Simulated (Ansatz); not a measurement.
**A ladder of methods for SbH3 (stibine)**

SbH3: 4 atoms, total charge 0, spin state singlet. SMILES: `[SbH3]`. Geometry: relaxed at PBE0-D4/def2-TZVP.

Quantity: the vertical ionisation energy (to the doublet cation), in eV. The values are calculated.

| level | kind | program | value (eV) | less FCI/STO-3G | CPU time (all runs) |
| --- | --- | --- | --- | --- | --- |
| B3LYP/STO-3G | global hybrid | Ansatz | 7.75 | +1.32 | 3.5 s |
| BHLYP/STO-3G | global hybrid | Ansatz | 7.55 | +1.12 | 3.4 s |
| PBE0/STO-3G | global hybrid | Ansatz | 7.62 | +1.19 | 3.5 s |
| HSE06/STO-3G | range-separated hybrid | Ansatz | 7.62 | +1.19 | 4.2 s |
| wB97X/STO-3G | range-separated hybrid | Ansatz | 7.66 | +1.23 | 15 s |
| MP2/STO-3G | perturbation theory | Ansatz | 6.51 | +0.08 | 0.51 s |
| CCSD/STO-3G | coupled cluster or CI | Ansatz | 6.44 | +0.01 | 0.64 s |
| FCI/STO-3G | exact in the basis | Ansatz | 6.43 | 0.00 | 1.2 s |

FCI/STO-3G is exact within its basis and frozen core, so for wave-function methods in that basis the difference is their error; functionals converge differently with the basis, so for them it is only a difference. All-electron rows without a relativistic Hamiltonian named are non-relativistic. Spin-orbit coupling, which can split open shells on such heavy atoms by tenths of an eV, is left out. The values span 6.43 to 7.75 eV. All rows use very small basis sets, so even the best lies far from the true value. In the correlated wave-function rows the outer d shell of Sb is correlated, in sets not made for it. Times are those of the runs behind each value, whatever else they computed, on shared processors of several kinds: orders of magnitude only.

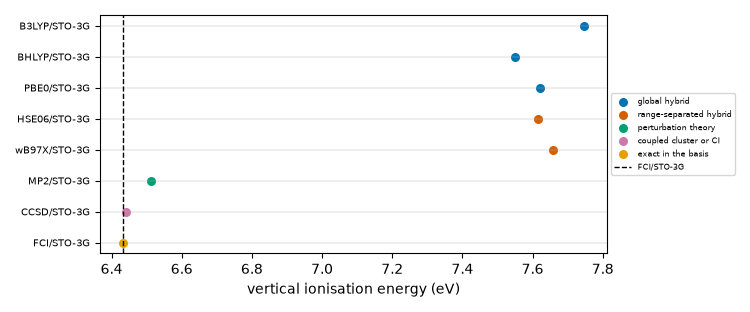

The values of the table, level by level.
